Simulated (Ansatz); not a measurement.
# Nudged elastic band, with input and output: SiH$_{5}$

The run: nudged elastic band of SiH$_{5}$, multiplicity 2. Method and program: UKS PBE0/def2-SVP (Ansatz 0.2.0).

It belongs to a series of runs on one base structure; here: band between the two ends. Figures and captions count atoms from 1; the log counts them from 0 in places.

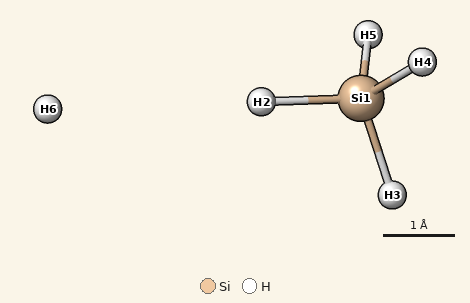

*The input geometry (ball-and-stick view, seen at a tilt; atoms are numbered from 1 in the order of the input).*

Bond lengths as drawn: H–Si 1.49 Å.

The input:
```yaml
crystal:
  periodic: [false, false, false]
  atoms:
    - { symbol: Si, position_ang: [0.000303, 0.0, -0.295349] }
    - { symbol: H, position_ang: [6.4e-05, 0.0, 1.197529] }
    - { symbol: H, position_ang: [1.40757, 0.0, -0.792785] }
    - { symbol: H, position_ang: [-0.703227, 1.218657, -0.793105] }
    - { symbol: H, position_ang: [-0.703227, -1.218657, -0.793105] }
    - { symbol: H, position_ang: [-8.1e-05, 0.0, 4.398216] }
magnetization:
  spin_polarized: true
  initial_magnetization: 1
basis:
  gaussian: { orbitals: def2-SVP }
hamiltonian:
  xc: pbe0
neb:
  order_check: false
  images: 7
  f_tol: 0.03
  max_iterations: 60
  final_atoms:
    - { symbol: Si, position_ang: [0.00058216, 0.0, -0.58921069] }
    - { symbol: H, position_ang: [8.893e-05, 0.0, 2.92975335] }
    - { symbol: H, position_ang: [1.42535833, 0.0, -1.03748679] }
    - { symbol: H, position_ang: [-0.71207662, 1.234044, -1.03663163] }
    - { symbol: H, position_ang: [-0.71207662, -1.234044, -1.03663163] }
    - { symbol: H, position_ang: [-0.00047418, 0.0, 3.69160838] }
  initial_path:
    images:
      - { positions_ang: [[0.000303, 0.0, -0.295349], [6.4e-05, 0.0, 1.197529], [1.40757, 0.0, -0.792785], [-0.703227, 1.218657, -0.793105], [-0.703227, -1.218657, -0.793105], [-8.1e-05, 0.0, 4.398216]] }
      - { positions_ang: [[0.00022719, 0.0, -0.22151171], [4.844e-05, 0.0, 1.32564679], [1.3998773, 0.0, -0.71613911], [-0.69934545, 1.21184275, -0.71637851], [-0.69934545, -1.21184275, -0.71637851], [-6.002e-05, 0.0, 3.96616204]] }
      - { positions_ang: [[0.00015138, 0.0, -0.14767442], [3.289e-05, 0.0, 1.45376458], [1.39218459, 0.0, -0.63949323], [-0.69546391, 1.2050285, -0.63965201], [-0.69546391, -1.2050285, -0.63965201], [-3.905e-05, 0.0, 3.53410808]] }
      - { positions_ang: [[7.557e-05, 0.0, -0.07383712], [1.733e-05, 0.0, 1.58188238], [1.38449189, 0.0, -0.56284734], [-0.69158236, 1.19821425, -0.56292552], [-0.69158236, -1.19821425, -0.56292552], [-1.807e-05, 0.0, 3.10205413]] }
      - { positions_ang: [[-2.4e-07, 0.0, 1.7e-07], [1.78e-06, 0.0, 1.71000017], [1.37679919, 0.0, -0.48620146], [-0.68770081, 1.1914, -0.48619902], [-0.68770081, -1.1914, -0.48619902], [2.91e-06, 0.0, 2.67000017]] }
      - { positions_ang: [[0.00014536, 0.0, -0.14730255], [2.356e-05, 0.0, 2.01493846], [1.38893897, 0.0, -0.62402279], [-0.69379477, 1.202061, -0.62380717], [-0.69379477, -1.202061, -0.62380717], [-0.00011636, 0.0, 2.92540222]] }
      - { positions_ang: [[0.00029096, 0.0, -0.29460526], [4.535e-05, 0.0, 2.31987676], [1.40107876, 0.0, -0.76184412], [-0.69988872, 1.212722, -0.76141532], [-0.69988872, -1.212722, -0.76141532], [-0.00023563, 0.0, 3.18080427]] }
      - { positions_ang: [[0.00043656, 0.0, -0.44190797], [6.714e-05, 0.0, 2.62481505], [1.41321855, 0.0, -0.89966545], [-0.70598267, 1.223383, -0.89902347], [-0.70598267, -1.223383, -0.89902347], [-0.00035491, 0.0, 3.43620633]] }
      - { positions_ang: [[0.00058216, 0.0, -0.58921069], [8.893e-05, 0.0, 2.92975335], [1.42535833, 0.0, -1.03748679], [-0.71207662, 1.234044, -1.03663163], [-0.71207662, -1.234044, -1.03663163], [-0.00047418, 0.0, 3.69160838]] }
```

Hardware: 1 thread of Arm Neoverse V1, 24 GiB of memory available, shared host.

Run as:
```bash
ansatz run input.yaml --threads 1 --pin off --max-ram 2048MiB --backend cpu --events-out ev --progress --plain --runs-dir out
```

Output:
```
Engine: ansatz 0.2.0, aarch64-unknown-linux-gnu
Functional definition: PBE0
  parameter a = 0.25
  parameter kappa = 0.804
  parameter beta = 0.06672455060314922
  exchange = (1 - a)*pbe_x(kappa = kappa, mu = beta*pi^2/3) + a*exact_x
  correlation = pbe_c(beta = beta)
447 factors; integrals over basis functions are off by at most 1.6e-4 eV
mean field evaluation 1: about -7949.6836 eV, gradient 4.7e0 eV
mean field evaluation 2: about -7949.8767 eV, gradient 1.3e0 eV
mean field evaluation 4: about -7949.8908 eV, gradient 2.9e-2 eV
mean field evaluation 8: about -7949.8917 eV, gradient 8.6e-4 eV
mean field -7949.89171650 eV, -292.1531319511 hartree, gradient 1.6e-5 eV, S^2 0.750002; 0 other end points of the search recorded, 0 dependent functions left out
the calculation of the forces begins
reference -7949.89174684 eV, -292.1531330664 hartree; 10, 9 occupied and 33, 34 virtual orbitals, 447 factors
449 factors; integrals over basis functions are off by at most 2.9e-4 eV
mean field evaluation 16: about -7950.3584 eV, gradient 1.4e0 eV
mean field -7950.37640481 eV, -292.1709439183 hartree, gradient 7.6e-5 eV, S^2 0.752419; 0 other end points of the search recorded, 0 dependent functions left out
[... from here on the field's lines of each further geometry are left out, up to the last ...]
NEB iter   1: max|band force component| = 2.452e0 eV/Å  barrier→ = 0.2136 eV  barrier← = 0.6983 eV  Δτ_max = 0.0946 Å  (218 SCF iters)
NEB iter   2: max|band force component| = 9.695e-1 eV/Å  barrier→ = 0.0821 eV  barrier← = 0.5668 eV  Δτ_max = 0.1080 Å  (172 SCF iters)
NEB iter   3: max|band force component| = 4.661e-1 eV/Å  barrier→ = 0.0684 eV  barrier← = 0.5531 eV  CI = image 3  Δτ_max = 0.2000 Å  (159 SCF iters)
NEB iter   4: max|band force component| = 9.330e-1 eV/Å  barrier→ = 0.1027 eV  barrier← = 0.5874 eV  CI = image 3  Δτ_max = 0.1000 Å  (162 SCF iters)
NEB iter   5: max|band force component| = 2.656e-1 eV/Å  barrier→ = 0.0977 eV  barrier← = 0.5824 eV  CI = image 3  Δτ_max = 0.0224 Å  (153 SCF iters)
NEB iter   6: max|band force component| = 7.294e-2 eV/Å  barrier→ = 0.0975 eV  barrier← = 0.5822 eV  CI = image 3  Δτ_max = 0.0200 Å  (144 SCF iters)
the calculation of the forces begins
reference -7950.37151952 eV, -292.1707643869 hartree; 10, 9 occupied and 33, 34 virtual orbitals, 449 factors
451 factors; integrals over basis functions are off by at most 2.2e-3 eV
mean field -7949.79411820 eV, -292.1495452799 hartree, gradient 1.1e-5 eV, S^2 0.755157; 1 other end points of the search recorded, 0 dependent functions left out
the calculation of the forces begins
reference -7949.79414415 eV, -292.1495462334 hartree; 10, 9 occupied and 33, 34 virtual orbitals, 451 factors
NEB iter   7: max|band force component| = 2.761e-2 eV/Å  barrier→ = 0.0976 eV  barrier← = 0.5823 eV  CI = image 3  Δτ_max = 0.0000 Å  (306 SCF iters)
```

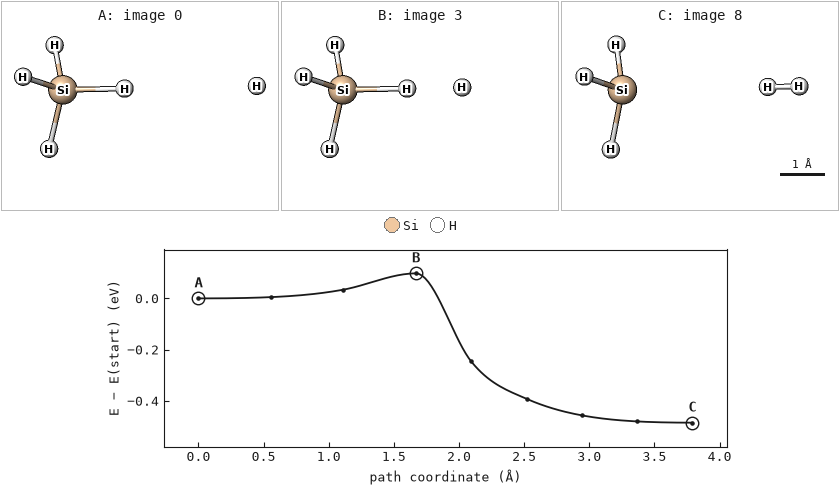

*Images of the last band (counted from 0; ball-and-stick, seen at a tilt) above the energy along the path; the line is a cubic interpolation that uses the forces.*

The highest image is number 3, 0.098 eV above the start and 0.582 eV above the end (the climbing image); the end lies 0.485 eV below the start. The path is 3.79 Å long. The band converged in 7 iterations.

```
Total energy: -7949.79414415 eV, -292.1495462334 hartree
Atom 0 at     0.000283     0.000000    -0.011293 Å, force    -0.000199    -0.000000    -0.006478 eV/Å
Atom 1 at     0.000098    -0.000000     1.544106 Å, force     0.000010     0.000000     0.001118 eV/Å
Atom 2 at     1.412707     0.000000    -0.495771 Å, force    -0.004595    -0.000000     0.001447 eV/Å
Atom 3 at    -0.705846     1.223149    -0.496041 Å, force     0.002395    -0.004141     0.001517 eV/Å
Atom 4 at    -0.705846    -1.223149    -0.496041 Å, force     0.002395     0.004141     0.001517 eV/Å
Atom 5 at     0.000006    -0.000000     2.876441 Å, force    -0.000006     0.000000     0.000879 eV/Å
Dipole moment:     0.000013    -0.000000    -0.102149 e Å
this run last wrote the band of iteration 7 to [file]
```

The last band as extended XYZ (Å, eV, eV/Å):
```
6
Properties=species:S:1:pos:R:3:forces:R:3 image=0 energy=-7949.89172
Si    0.0003    0.0000   -0.2953   -0.0001   0.0000   0.0033
H     0.0001    0.0000    1.1975    0.0000   0.0000   0.0000
H     1.4076    0.0000   -0.7928    0.0039   0.0000  -0.0012
H    -0.7032    1.2187   -0.7931   -0.0019   0.0034  -0.0013
H    -0.7032   -1.2187   -0.7931   -0.0019  -0.0034  -0.0013
H    -0.0001    0.0000    4.3982    0.0000   0.0000   0.0004
6
Properties=species:S:1:pos:R:3:forces:R:3 image=1 energy=-7949.88669
Si    0.0003    0.0000   -0.1943    0.0000   0.0000  -0.0039
H     0.0001    0.0000    1.2983    0.0000   0.0000  -0.0033
H     1.4081    0.0000   -0.6907    0.0008   0.0000  -0.0045
H    -0.7035    1.2191   -0.6910   -0.0004   0.0007  -0.0045
H    -0.7035   -1.2191   -0.6910   -0.0004  -0.0007  -0.0045
H     0.0000    0.0000    3.8902    0.0000   0.0000   0.0207
6
Properties=species:S:1:pos:R:3:forces:R:3 image=2 energy=-7949.85750
Si    0.0003    0.0000   -0.0961    0.0000   0.0000  -0.0146
H     0.0001    0.0000    1.3997    0.0000   0.0000  -0.0231
H     1.4095    0.0000   -0.5880    0.0005   0.0000  -0.0158
H    -0.7042    1.2204   -0.5883   -0.0003   0.0004  -0.0158
H    -0.7042   -1.2204   -0.5883   -0.0003  -0.0004  -0.0158
H     0.0000    0.0000    3.3823    0.0000   0.0000   0.0851
6
Properties=species:S:1:pos:R:3:forces:R:3 image=3 energy=-7949.79412
Si    0.0003    0.0000   -0.0113   -0.0002   0.0000  -0.0065
H     0.0001    0.0000    1.5441    0.0000   0.0000   0.0011
H     1.4127    0.0000   -0.4958   -0.0046   0.0000   0.0014
H    -0.7058    1.2231   -0.4960    0.0024  -0.0041   0.0015
H    -0.7058   -1.2231   -0.4960    0.0024   0.0041   0.0015
H     0.0000    0.0000    2.8764    0.0000   0.0000   0.0009
6
Properties=species:S:1:pos:R:3:forces:R:3 image=4 energy=-7950.13768
Si    0.0003    0.0000   -0.1240    0.0010   0.0000  -0.2033
H     0.0001    0.0000    1.9217   -0.0001   0.0000   0.7104
H     1.4292    0.0000   -0.5390    0.0585   0.0000  -0.0910
H    -0.7141    1.2374   -0.5393   -0.0297   0.0515  -0.0913
H    -0.7141   -1.2374   -0.5393   -0.0297  -0.0515  -0.0913
H     0.0000    0.0000    2.7413    0.0000   0.0000  -0.2333
6
Properties=species:S:1:pos:R:3:forces:R:3 image=5 energy=-7950.28327
Si    0.0003    0.0000   -0.2470   -0.0001   0.0000  -0.0658
H     0.0001    0.0000    2.1893    0.0000   0.0000   0.1396
H     1.4331    0.0000   -0.6609    0.0010   0.0000  -0.0636
H    -0.7160    1.2408   -0.6611   -0.0004   0.0008  -0.0635
H    -0.7160   -1.2408   -0.6611   -0.0004  -0.0008  -0.0635
H     0.0000    0.0000    2.9622    0.0000   0.0000   0.1168
6
Properties=species:S:1:pos:R:3:forces:R:3 image=6 energy=-7950.34785
Si    0.0004    0.0000   -0.3564    0.0000   0.0000  -0.0230
H     0.0000    0.0000    2.4379    0.0000   0.0000   0.0553
H     1.4293    0.0000   -0.7879    0.0000   0.0000  -0.0284
H    -0.7141    1.2374   -0.7877    0.0000   0.0000  -0.0283
H    -0.7141   -1.2374   -0.7877    0.0000   0.0000  -0.0283
H    -0.0001    0.0000    3.2033    0.0000   0.0000   0.0528
6
Properties=species:S:1:pos:R:3:forces:R:3 image=7 energy=-7950.37150
Si    0.0005    0.0000   -0.4709    0.0000   0.0000  -0.0073
H     0.0000    0.0000    2.6842    0.0000   0.0000   0.0155
H     1.4267    0.0000   -0.9133   -0.0003   0.0000  -0.0078
H    -0.7128    1.2352   -0.9128    0.0001  -0.0002  -0.0078
H    -0.7128   -1.2352   -0.9128    0.0001   0.0002  -0.0078
H    -0.0003    0.0000    3.4470    0.0000   0.0000   0.0153
6
Properties=species:S:1:pos:R:3:forces:R:3 image=8 energy=-7950.37640
Si    0.0006    0.0000   -0.5892    0.0000   0.0000  -0.0076
H     0.0001    0.0000    2.9298    0.0000   0.0000   0.0031
H     1.4254    0.0000   -1.0375   -0.0001   0.0000   0.0020
H    -0.7121    1.2340   -1.0366    0.0000  -0.0001   0.0020
H    -0.7121   -1.2340   -1.0366    0.0000   0.0001   0.0020
H    -0.0005    0.0000    3.6916    0.0000   0.0000  -0.0016
```

Summary:

```tsv
quantity	value
outcome	converged
barrier, forward	0.098 eV
barrier, backward	0.582 eV
wall time	56 s
peak memory	0.1 GiB
```

Notes:

The order of the saddle point was not checked.
